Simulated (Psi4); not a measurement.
# SnH2F (SMILES [F][SnH2]): UBHLYP/def2-TZVPP (core potential)

What is the vertical ionisation energy of SnH2F at UBHLYP/def2-TZVPP (core potential)? 

The calculation is run with Psi4 1.11.

1 further run of the same task is left out (set aside as unsound or not needed).

**1. Starting point**

SnH2F has 4 atoms, charge 0, and is taken as a doublet. As SMILES, `[F][SnH2]`. Geometry: relaxed at PBE0-D4/def2-TZVP.

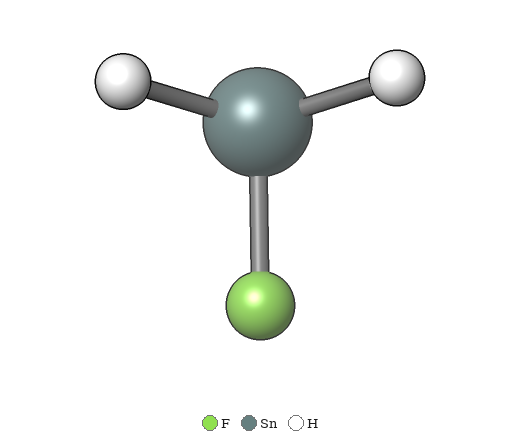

Viewed from a chosen angle; fluorine green, tin teal, hydrogen white.

**2. Energy and forces at UBHLYP/def2-TZVPP (core potential)**

The input, fh2sn.in:

```
memory 2200 MB

molecule {
  0 2
  F     -1.552600    -0.190000     0.640700
  Sn     0.028300    -0.242200    -0.468300
  H      1.184100    -1.054400     0.524100
  H      0.395700     1.426200    -0.716700
  symmetry c1
}

set basis def2-TZVPP
set reference uks
set puream true
set e_convergence 1e-09
set d_convergence 1e-08
set scf_type pk
set dft_radial_points 99
set dft_spherical_points 590
set maxiter 100

e_tot, wfn = gradient('bhhlyp', return_wfn=True)
print_variables()
```

The run is started by

```
$ psi4 -n 1 fh2sn.in fh2sn.out
```

fh2sn.out:

```text
[...]
    !!!  WARNING: ECP capability is in beta. Please check occupations closely.  !!!
[...]
  Running in c1 symmetry.
[...]
  Nuclear repulsion =   71.224961374238049
[...]
  Multiplicity = 2
[...]
  Nalpha       = 17
  Nbeta        = 16
[...]
    Number of basis functions: 109
[...]
 WARNING: Atomic UHF is not converging! Try casting from a smaller basis or call Rob at CCMST.
   -------------------------
[...]
   @UKS iter   1:  -315.12394967041990   -1.44705e+00   5.70204e-03 DIIS/ADIIS
[...]
   @UKS iter  13:  -315.26428550563378   -1.34150e-11   6.33745e-09 DIIS
[...]
   @S^2 Observed:                7.541593646E-01
[...]
    Orbital Energies [Eh]
    ---------------------
    Alpha Occupied:
       1A    -25.243512     2A     -5.422209     3A     -3.707961
       4A     -3.704428     5A     -3.701330     6A     -1.286598
       7A     -1.169715     8A     -1.169641     9A     -1.165712
      10A     -1.164627    11A     -1.152791    12A     -0.599568
      13A     -0.479194    14A     -0.474798    15A     -0.462373
      16A     -0.400358    17A     -0.282558
    Alpha Virtual:
      18A     -0.007008    19A      0.043999    20A      0.054110
      21A      0.112861    22A      0.114369    23A      0.153165
      24A      0.187659    25A      0.219970    26A      0.221670
[...]
  @UKS Final Energy:  -315.26428550563378
   => Energetics <=
    Nuclear Repulsion Energy =             71.2249613742380490
    One-Electron Energy =                -659.3616389635487849
    Two-Electron Energy =                 288.1155618310481259
    DFT Exchange-Correlation Energy =     -15.2431697473712067
    Empirical Dispersion Energy =           0.0000000000000000
    VV10 Nonlocal Energy =                  0.0000000000000000
    Total Energy =                       -315.2642855056337794
[...]
 Multipole Moments:
 ------------------------------------------------------------------------------------
     Multipole            Electronic (a.u.)      Nuclear  (a.u.)        Total (a.u.)
 ------------------------------------------------------------------------------------
 L = 1.  Multiply by 2.5417464519 to convert [e a0] to [Debye]
 Dipole X            :         12.2599201          -11.3966557            0.8632644
 Dipole Y            :         -1.7851636            1.6850364           -0.1001271
 Dipole Z            :        -11.3604195           10.6115281           -0.7488915
 Magnitude           :                                                    1.1472094
[...]
  -Total Gradient:
     Atom            X                  Y                   Z
    ------   -----------------  -----------------  -----------------
       1       -0.003575021929     0.000074794082     0.002424804709
       2        0.001479754251    -0.001154680649    -0.003275702949
       3        0.001575821777    -0.001110827959     0.001253888788
       4        0.000521673398     0.002191366680    -0.000403101034
[...]
```

Wall time 21 s (1 thread of Intel Xeon 6975P-C (Granite Rapids), shared host); peak memory 0.76 GiB.

**3. The singlet cation, same level**

The input, job.json:

```json
{
  "schema_name": "qcschema_input",
  "schema_version": 1,
  "molecule": {
    "schema_name": "qcschema_molecule",
    "schema_version": 2,
    "symbols": ["F", "Sn", "H", "H"],
    "geometry": [-2.93398878, -0.35904796, 1.21074753, 0.05347925, -0.45769167, -0.88495874, 2.2376247, -1.99252723, 0.99040546, 0.74776463, 2.6951274, -1.35436671],
    "molecular_charge": 1,
    "molecular_multiplicity": 1,
    "fix_symmetry": "c1",
    "fix_com": true,
    "fix_orientation": true
  },
  "driver": "gradient",
  "model": {
    "method": "bhhlyp",
    "basis": "def2-TZVPP"
  },
  "keywords": {
    "reference": "rks",
    "puream": true,
    "e_convergence": 1e-09,
    "d_convergence": 1e-08,
    "scf_type": "pk",
    "dft_radial_points": 99,
    "dft_spherical_points": 590,
    "scf_properties": ["MULLIKEN_CHARGES", "MAYER_INDICES", "WIBERG_LOWDIN_INDICES"]
  }
}
```

The run is started by

```
$ psi4 --qcschema job.json -n 1 --memory 2200MB
```

stdout (excerpt; [...] marks lines left out):

```text
[...]
  Running in c1 symmetry.
[...]
  Nuclear repulsion =   71.224961432234309
[...]
  Multiplicity = 1
[...]
  Nalpha       = 16
  Nbeta        = 16
[...]
    Number of basis functions: 109
[...]
   @RKS iter   1:  -314.81983423933656   -1.16558e+00   5.26416e-03 ADIIS/DIIS
[...]
   @RKS iter  12:  -314.92790573977823    0.00000e+00   2.61206e-09 DIIS
[...]
  @RKS Final Energy:  -314.92790573977823
   => Energetics <=
    Nuclear Repulsion Energy =             71.2249614322343092
    One-Electron Energy =                -650.3568278570942311
    Two-Electron Energy =                 279.2869695169746933
    DFT Exchange-Correlation Energy =     -15.0830088318929789
    Empirical Dispersion Energy =           0.0000000000000000
    VV10 Nonlocal Energy =                  0.0000000000000000
    Total Energy =                       -314.9279057397782253
[...]
 Multipole Moments:
 ------------------------------------------------------------------------------------
     Multipole            Electronic (a.u.)      Nuclear  (a.u.)        Total (a.u.)
 ------------------------------------------------------------------------------------
 L = 1.  Multiply by 2.5417464519 to convert [e a0] to [Debye]
 Dipole X            :         23.1789873          -22.2439662            0.9350211
 Dipole Y            :         11.9622759          -12.5980482           -0.6357723
 Dipole Z            :          7.1350946           -8.9363258           -1.8012312
 Magnitude           :                                                    2.1267122
[...]
  Mulliken Charges: (a.u.)
   Center  Symbol    Alpha    Beta     Spin     Total
       1     F     4.70560  4.70560  0.00000 -0.41119
       2    SN    10.36512 10.36512  0.00000  1.26976
       3     H     0.46464  0.46464  0.00000  0.07072
       4     H     0.46464  0.46464  0.00000  0.07072
   Total alpha = 16.00000, Total beta = 16.00000, Total charge =  1.00000
  Mayer Bond Indices:
[...]
  -Total Gradient:
     Atom            X                  Y                   Z
    ------   -----------------  -----------------  -----------------
       1       -0.024653059950     0.007441273996     0.030547114129
       2        0.009364243271    -0.029784991973    -0.065526466826
       3        0.007015341664     0.013161444199     0.016495737368
       4        0.008275804924     0.009182271478     0.018482131090
[...]
```

The result, in JSON:

```text
{
 "driver": "gradient",
 "model": {
  "method": "bhhlyp",
  "basis": "def2-TZVPP"
 },
 "success": true,
 "return_result": [-0.024653059949678313, 0.007441273995775898, 0.030547114129138422, 0.009364243271136918, -0.029784991972600712, -0.0655264668262352, 0.0070153416635543656, 0.013161444198592848, 0.016495737367848207, 0.008275804924474266, 0.009182271478177517, 0.01848213108992558],
 "properties": {
  "calcinfo_nbasis": 109,
  "calcinfo_nmo": 109,
  "calcinfo_nalpha": 16,
  "calcinfo_nbeta": 16,
  "calcinfo_natom": 4,
  "nuclear_repulsion_energy": 71.22496143223431,
  "return_energy": -314.9279057397782,
  "return_gradient": [-0.024653059949678313, 0.007441273995775898, 0.030547114129138422, 0.009364243271136918, -0.029784991972600712, -0.0655264668262352, 0.0070153416635543656, 0.013161444198592848, 0.016495737367848207, 0.008275804924474266, 0.009182271478177517, 0.01848213108992558],
  "scf_one_electron_energy": -650.3568278570942,
  "scf_two_electron_energy": 279.2869695169747,
  "scf_xc_energy": -15.083008831892979,
  "scf_dipole_moment": [0.9350211444690082, -0.635772285178895, -1.8012311718336296],
  "scf_total_energy": -314.9279057397782,
  "scf_total_gradient": [-0.024653059949678313, 0.007441273995775898, 0.030547114129138422, 0.009364243271136918, -0.029784991972600712, -0.0655264668262352, 0.0070153416635543656, 0.013161444198592848, 0.016495737367848207, 0.008275804924474266, 0.009182271478177517, 0.01848213108992558],
  "scf_iterations": 12
 }
}
```

Wall time 15 s (1 thread of Intel Xeon 6975P-C (Granite Rapids), shared host); peak memory 0.77 GiB.

**4. Summary of results**

Level: UBHLYP/def2-TZVPP (core potential).

| quantity | value |
| --- | --- |
| doublet SnH2F: total energy | -315.26429 Eh |
| doublet SnH2F: dipole moment | 2.92 D |
| doublet SnH2F: HOMO energy (highest over α and β) | -7.69 eV |
| doublet SnH2F: LUMO energy (lowest over α and β) | -2.88 eV |
| doublet SnH2F: ⟨S²⟩ | 0.754 |
| doublet SnH2F: largest force on an atom | 0.222 eV/Å |
| singlet cation: total energy | -314.92791 Eh |
| singlet cation: HOMO energy | -17.32 eV |
| singlet cation: LUMO energy | -10.61 eV |
| singlet cation: HOMO–LUMO gap | 6.71 eV |
| singlet cation: largest force on an atom | 3.732 eV/Å |
| vertical ionisation energy (to the singlet cation) | 9.153 eV |

**Reading.** Removing an electron at fixed nuclei costs 9.15 eV (211 kcal/mol). Only the singlet of the ionised species was computed; a triplet could lie lower.
